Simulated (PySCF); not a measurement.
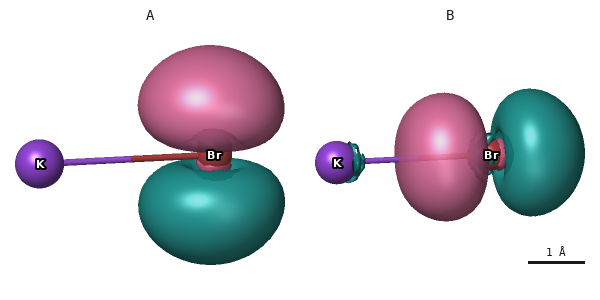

The picture shows: KBr. Two frontier orbitals, each drawn at the value that holds 80 % of its norm (teal and pink are the two phases), in no order; of a degenerate pair one member is drawn.

Method: PBE0/x2c-TZVPall, spin-free X2C-1e, Gaussian nucleus, at a bond length of 2.849 Å in PySCF.

Label each orbital by symmetry, say whether it is occupied, and order them by energy.

Orbital B: σ, occupied, −6.00 eV; mainly on Br (95 %).
Orbital A: π, occupied, −5.71 eV; almost wholly on Br.
